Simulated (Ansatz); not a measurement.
SiNH$_{6}$SF: single-point calculation

SiNH$_{6}$SF, computed with RKS PBE0-D4/def2-TZVPP (Ansatz 0.2.0).

The geometry is the product side of a reaction. The reaction was set up to form Si1–S7 and F2–H6 and to break Si1–F2 and H6–S7 (atoms counted from 1 in the order of the input); sticks are drawn by distance alone. The geometry comes from this level: PBE0-D4/def2-TZVP.

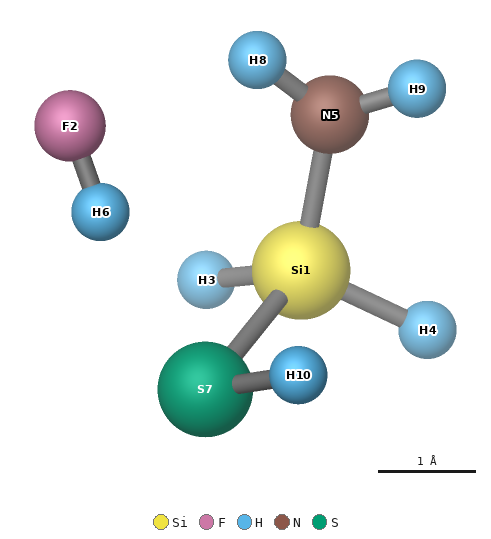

Figure 1. The structure (ball-and-stick view, seen at a tilt; atoms are numbered from 1 in the order of the input). Bond lengths as drawn: F–H 0.94 Å, H–N 1.01 Å, H–S 1.34 Å, H–Si 1.48 Å, N–Si 1.70 Å and S–Si 2.18 Å.

### Input
```yaml
crystal:
  periodic: [false, false, false]
  atoms:
    - {symbol: Si, position_ang: [-0.416694, 0.977006, 0.082856]}
    - {symbol: F, position_ang: [0.115193, -2.184617, -1.211445]}
    - {symbol: H, position_ang: [-1.468274, 1.228171, -0.927973]}
    - {symbol: H, position_ang: [-0.170400, 2.155539, 0.945258]}
    - {symbol: N, position_ang: [-0.793023, -0.331043, 1.098969]}
    - {symbol: H, position_ang: [0.603560, -1.387181, -1.326497]}
    - {symbol: S, position_ang: [1.305888, 0.675569, -1.212950]}
    - {symbol: H, position_ang: [-0.889380, -1.259027, 0.712779]}
    - {symbol: H, position_ang: [-0.466391, -0.347550, 2.050625]}
    - {symbol: H, position_ang: [2.179619, 0.473135, -0.211722]}
basis:
  gaussian: {orbitals: def2-TZVPP}
hamiltonian: {xc: pbe0, dispersion: d4}
output: {orbitals: {seedname: orbitals}}
```

Launch command:
```bash
ansatz run in.yaml --threads 4 --pin off --events-out ev --progress --plain --max-ram 9574MiB
```

### Output
```
Functional definition: PBE0
  name "PBE0"
  cite "Adamo & Barone, J. Chem. Phys. 110, 6158 (1999) doi:10.1063/1.478522"
  cite "Perdew, Burke & Ernzerhof, Phys. Rev. Lett. 77, 3865 (1996) doi:10.1103/PhysRevLett.77.3865"
  parent pbe
  parameter a = 0.25
  parameter kappa = 0.804
  parameter beta = 0.06672455060314922
  exchange = (1 - a)*pbe_x(kappa = kappa, mu = beta*pi^2/3) + a*exact_x
  correlation = pbe_c(beta = beta)
1271 factors; their error is unknown
mean field evaluation 1: about -23003.5007 eV, gradient 6.5e1 eV
mean field evaluation 2: about -22993.1308 eV, gradient 9.3e1 eV
mean field evaluation 4: about -23010.6422 eV, gradient 4.0e0 eV
mean field evaluation 8: about -23010.7155 eV, gradient 2.3e-1 eV
mean field evaluation 16: about -23010.7155 eV, gradient 3.2e-5 eV
mean field -23010.71552715 eV, -845.6281983996 hartree, gradient 3.2e-5 eV, S^2 0.000000; 0 other end points of the search recorded, 0 dependent functions left out
reference -23010.71555508 eV, -845.6281994258 hartree; 26, 26 occupied and 204, 204 virtual orbitals, 1271 factors
Total energy: -23010.88449344 eV, -845.6344077962 hartree
```

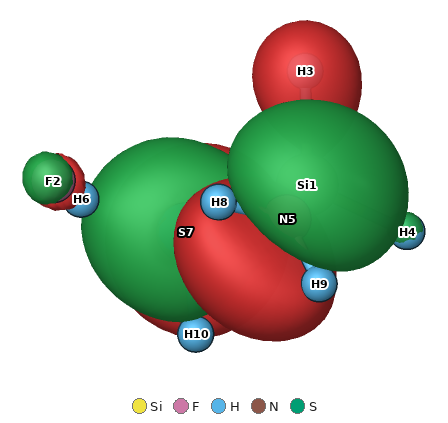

Figure 2. One frontier orbital at ±0.08 Å⁻³ᐟ² (green and red are the two phases), seen from the side. The HOMO, at −7.73 eV.

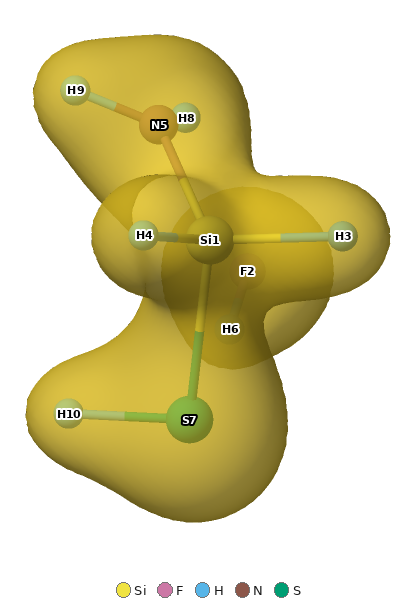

Figure 3. Isosurface of the electron density at 0.3 e/Å³ (yellow), seen at an oblique angle. At this value the surface falls into two separate pieces. It is pinched off along the S···H (2.18 Å) contacts. On the grid the lowest density along these lines, outside the cores, is 0.21 e/Å³ (S···H, 2.18 Å), 1 e/Å³ (Si–N, 1.70 Å), 0.62 e/Å³ (Si–S, 2.18 Å) and 2.4 e/Å³ (F–H, 0.94 Å).

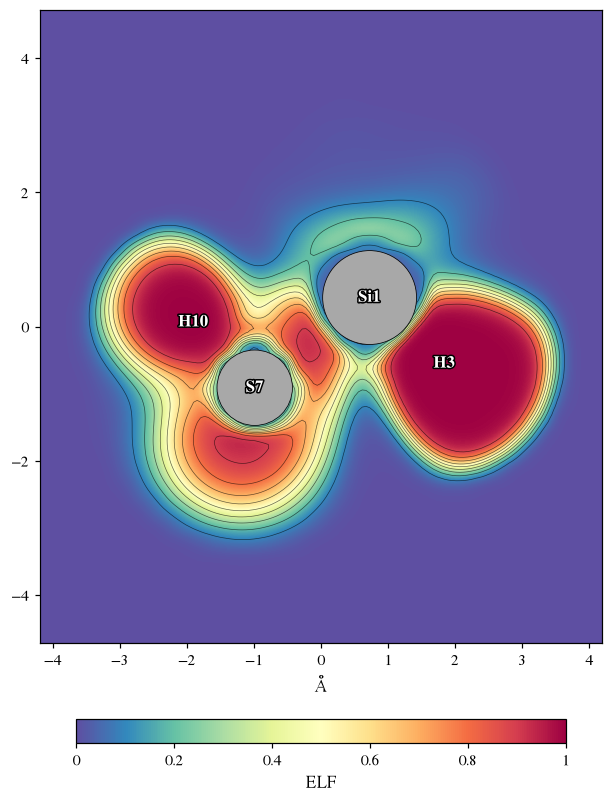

Figure 4. Electron localisation function on the plane of atoms Si1, S7 and H10. Grey discs, where drawn, cover atomic cores. Si–S (2.18 Å): the ELF peaks at about 0.90 between the atoms (localised, shared-pair bonding). S–H (1.34 Å): the ELF climbs to about 1 towards the hydrogen, as it does in any bond to H. Si–H (1.48 Å): the ELF climbs to about 1 towards the hydrogen.

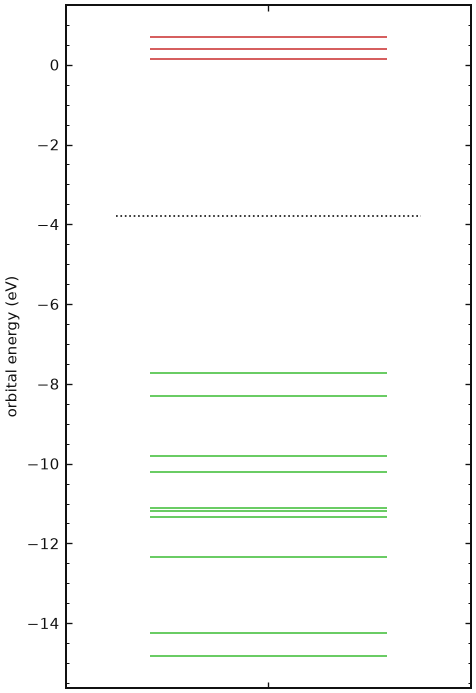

Figure 5. Orbital energies near the frontier; the dotted line parts filled from empty levels, and levels within 0.02 eV of each other stand side by side. Highest filled −7.73 eV, lowest empty 0.15 eV, 7.88 eV apart.

### Key numbers

| quantity | value |
| --- | --- |
| outcome | converged |
| total energy | −23010.8845 eV |
| mean-field energy | −23010.7156 eV |
| dispersion energy | −0.1689 eV |
| SCF solution under orbital rotations | stable |
| HOMO | −7.73 eV |
| LUMO | 0.15 eV |
| hardware | 4 threads of AMD EPYC, 31 GiB of memory available, shared host |
| wall time | 1.9 s (CPU time 6.5 s) |
| peak memory | 0.54 GiB |
